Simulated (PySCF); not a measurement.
# GeH₃ (charge −1): single-point calculation

GeH₃, charge −1, SMILES [H][Ge-]([H])[H], computed with CCSDT(Q)/STO-3G, RHF (PySCF 2.14.0).

The geometry comes from this level: GFN2-xTB.

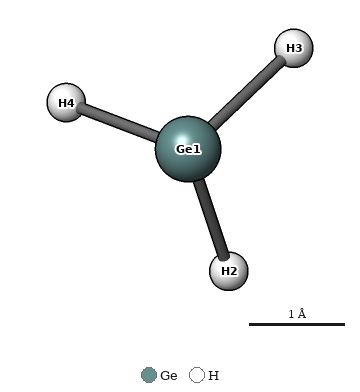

**Figure 1.** The input geometry (ball-and-stick view, seen on its broad side; atoms are numbered from 1 in the order of the input). Sticks mark near contacts.

### Results in brief

```json
{"quantity": "outcome", "value": "converged"}
{"quantity": "total energy", "value": "−2053.305969 hartree"}
{"quantity": "SCF energy", "value": "−2053.236260 hartree"}
{"quantity": "correlation energy", "value": "−0.069709 hartree"}
{"quantity": "basis functions", "value": "21"}
{"quantity": "T1 diagnostic", "value": "0.008"}
{"quantity": "HOMO of the SCF reference", "value": "2.02 eV"}
{"quantity": "LUMO of the SCF reference", "value": "18.56 eV"}
{"quantity": "hardware", "value": "1 thread of Intel Xeon (Emerald Rapids), 16 GiB of memory available, shared host"}
{"quantity": "wall time", "value": "2.1 s"}
{"quantity": "peak memory", "value": "0.12 GiB"}
```

### Remarks

The record of the run, not the program, notes: dipole of an ion depends on the origin.

### Input (job.py)
```python
from pyscf import gto, cc

system = gto.M(
    atom=[
    ('Ge', (-0.007520, 0.005800, 0.768010)),
    ('H', (1.421950, -0.031460, -0.244430)),
    ('H', (-0.677460, 1.249470, -0.271720)),
    ('H', (-0.736970, -1.223820, -0.251850)),
],
    charge=-1,
    basis='sto-3g',
    max_memory=1860,
    verbose=3,
)

calc0 = system.RHF()
calc0.conv_tol = 1e-10
calc0.kernel()
if not calc0.converged:
    calc0 = calc0.newton().run(calc0.mo_coeff, calc0.mo_occ)

mycc = cc.CCSDT(calc0, frozen=9)
mycc.kernel()
e_bracket, e_q = mycc.ccsdt_q()
etot = mycc.e_tot + e_q
print('E(%s) = %.9f' % ('CCSDT(Q)', etot))
```

Launch command:
```bash
OMP_NUM_THREADS=1 python job.py
```

### Log
```
converged SCF energy = -2053.23626044014
_make_eris_incore_RCCSDT

WARN: A large `blksize` is being used, which may cause large memory consumption
      for storing contraction intermediates. If memory is sufficient, consider using
      `pyscf.cc.rccsdt_highm.RCCSDT` instead.

RCCSDT converged
E(RCCSDT) = -2053.305992156027   E_corr = -0.06973171589059317
E_corr(same-spin) = -0.000389853871272677
E_corr(oppo-spin) = -0.0693418620193205
_make_eris_incore_RCCSDT
E(CCSDT(Q)) = -2053.305969310
```

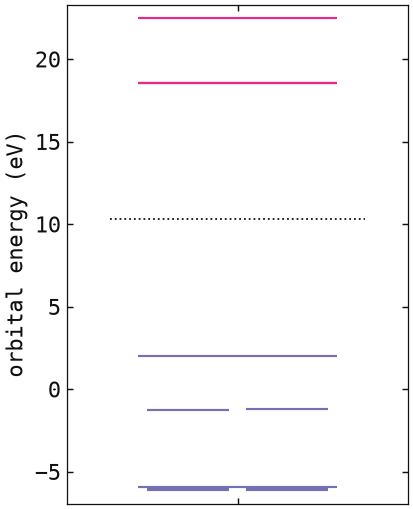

**Figure 2.** Orbital energies near the frontier (SCF reference); the dotted line parts filled from empty levels, and levels within 0.02 eV of each other stand side by side. Highest filled 2.02 eV, lowest empty 18.56 eV, 16.54 eV apart.
